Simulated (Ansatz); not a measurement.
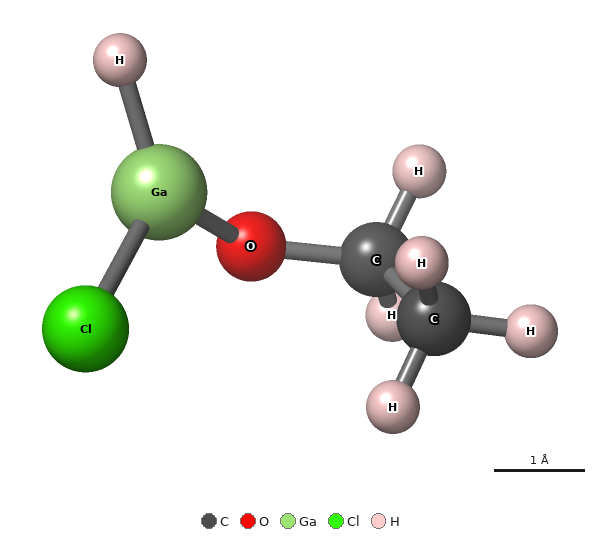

Figure 1. The input geometry (ball-and-stick view, seen at a tilt). Sticks mark near contacts. Bond lengths as drawn: Cl–Ga 2.15 Å, C–C 1.52 Å, C–H 1.10 to 1.11 Å, C–O 1.41 Å, Ga–H 1.55 Å and Ga–O 1.77 Å.

**Phonon calculation of C₂H₆ClGaO**

- system: C₂H₆ClGaO, SMILES CC[O][GaH][Cl]
- method: RKS r2SCAN/def2-SVP (Ansatz 0.2.0)

It belongs to a series of runs on one base structure; here: vibrations at the highest image of the band.

## What the program printed
```
Engine: ansatz 0.2.0, aarch64-unknown-linux-gnu
Functional definition: r2SCAN
  parameter k0 = 0.174
  parameter k1 = 0.065
  parameter a1 = 4.9479
  exchange = r2scan_x(k0 = k0, k1 = k1, a1 = a1)
  correlation = r2scan_c
1357 factors; their error is unknown
mean field evaluation 1: about -69095.5152 eV, gradient 6.5e1 eV
mean field evaluation 2: about -69036.6509 eV, gradient 1.7e2 eV
mean field evaluation 4: about -69104.1007 eV, gradient 1.2e1 eV
mean field evaluation 8: about -69104.3655 eV, gradient 2.6e-1 eV
mean field evaluation 16: about -69104.2986 eV, gradient 1.9e-4 eV
mean field -69104.29863366 eV, -2539.5361342110 hartree, gradient 2.7e-5 eV, S^2 0.000000; 0 other end points of the search recorded, 0 dependent functions left out
the calculation of the forces begins
reference -69104.29864593 eV, -2539.5361346620 hartree; 37, 37 occupied and 85, 85 virtual orbitals, 1357 factors
these checks for a lower state are left out or cut short: stability, starts, cluster_reference, orbital_swaps, neighbouring_geometries, increment
1357 factors; their error is unknown
mean field -69104.29849211 eV, -2539.5361290091 hartree, gradient 2.7e-6 eV, S^2 0.000000; 0 other end points of the search recorded, 0 dependent functions left out
[... from here on the field's lines of each further geometry are left out, up to the last ...]
the calculation of the forces begins
reference -69104.29865092 eV, -2539.5361348454 hartree; 37, 37 occupied and 85, 85 virtual orbitals, 1357 factors
these checks for a lower state are left out or cut short: stability, starts, cluster_reference, orbital_swaps, neighbouring_geometries, increment
1357 factors; their error is unknown
mean field -69104.29862041 eV, -2539.5361337241 hartree, gradient 1.2e-6 eV, S^2 0.000000; 0 other end points of the search recorded, 0 dependent functions left out
the calculation of the forces begins
reference -69104.29863268 eV, -2539.5361341751 hartree; 37, 37 occupied and 85, 85 virtual orbitals, 1357 factors
WARN: phonons: modes at or below zero, which the zero-point energy, F, S and C_V leave out: 1, the lowest at -94.98 cm⁻¹. A minimum has none, and a first-order saddle one
Total energy: -69104.29864593 eV, -2539.5361346620 hartree
Atom 0 at     0.463129     1.295996    -0.007352 Å, force     0.013250     0.004295     0.007367 eV/Å
Atom 1 at     0.183488     0.263566     1.069997 Å, force    -0.019022    -0.002135    -0.013326 eV/Å
Atom 2 at    -0.644679    -0.781891     0.620275 Å, force    -0.014996    -0.025377     0.009233 eV/Å
Atom 3 at    -0.624390    -1.793344    -0.833058 Å, force     0.041924     0.028987    -0.008766 eV/Å
Atom 4 at    -1.921976    -1.129201    -2.414615 Å, force    -0.006639    -0.001362     0.008422 eV/Å
Atom 5 at     1.013189     0.842862    -0.852331 Å, force     0.001227    -0.000998     0.001599 eV/Å
Atom 6 at     1.077849     2.122812     0.383691 Å, force     0.001264     0.002479    -0.006264 eV/Å
Atom 7 at    -0.476315     1.714419    -0.401099 Å, force    -0.002772    -0.004455     0.004512 eV/Å
Atom 8 at    -0.331783     0.743850     1.922004 Å, force     0.001164     0.005273    -0.000659 eV/Å
Atom 9 at     1.139163    -0.138195     1.465952 Å, force     0.000949     0.003500    -0.005764 eV/Å
Atom 10 at     0.122327    -3.140874    -0.953465 Å, force    -0.016349    -0.010207     0.003646 eV/Å
Dipole moment:     0.411427     0.015389     0.176623 e Å
Vibrations: -94.98 38.89 92.53 152.87 292.38 415.66 416.83 463.26 587.47 612.35 800.31 920.77 1095.06 1161.81 1167.02 1298.12 1367.31 1400.17 1452.76 1462.57 1497.90 2043.97 2975.31 3013.25 3045.88 3107.70 3138.92 cm⁻¹, zero-point energy 2.109039 eV
```

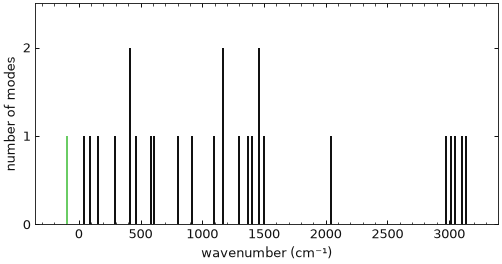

Figure 2. Harmonic vibrational wavenumbers from the force constants; neighbouring modes closer than 15 cm⁻¹ are counted in one stick, and imaginary ones are drawn at negative wavenumbers. 27 modes from 95i to 3139 cm⁻¹, 1 imaginary beyond 8i (95i cm⁻¹): not a clean minimum; so soft a mode can be a shallow saddle, an incomplete relaxation or noise of the force constants.

This output came from the following input.

## The input
```yaml
crystal:
  periodic: [false, false, false]
  atoms:
    - { symbol: C, position_ang: [0.463129, 1.295996, -0.007352] }
    - { symbol: C, position_ang: [0.183488, 0.263566, 1.069997] }
    - { symbol: O, position_ang: [-0.644679, -0.781891, 0.620275] }
    - { symbol: Ga, position_ang: [-0.62439, -1.793344, -0.833058] }
    - { symbol: Cl, position_ang: [-1.921976, -1.129201, -2.414615] }
    - { symbol: H, position_ang: [1.013189, 0.842862, -0.852331] }
    - { symbol: H, position_ang: [1.077849, 2.122812, 0.383691] }
    - { symbol: H, position_ang: [-0.476315, 1.714419, -0.401099] }
    - { symbol: H, position_ang: [-0.331783, 0.74385, 1.922004] }
    - { symbol: H, position_ang: [1.139163, -0.138195, 1.465952] }
    - { symbol: H, position_ang: [0.122327, -3.140874, -0.953465] }
basis:
  gaussian: { orbitals: def2-SVP }
hamiltonian:
  xc: r2scan
phonons: {}
```

Launched with:
```bash
ansatz run input.yaml --threads 2 --pin off --max-ram 3072MiB --backend cpu --events-out ev --progress --plain --runs-dir out
```

## Key numbers

```tsv
quantity	value
outcome	converged
total energy	−69104.2986 eV
mean-field energy	−69104.2986 eV
largest force (length of the vector)	0.052 eV/Å
hardware	2 threads of Arm Neoverse N1, 24 GiB of memory available, shared host
wall time	5.1 min (CPU time 10 min)
peak memory	0.21 GiB
```
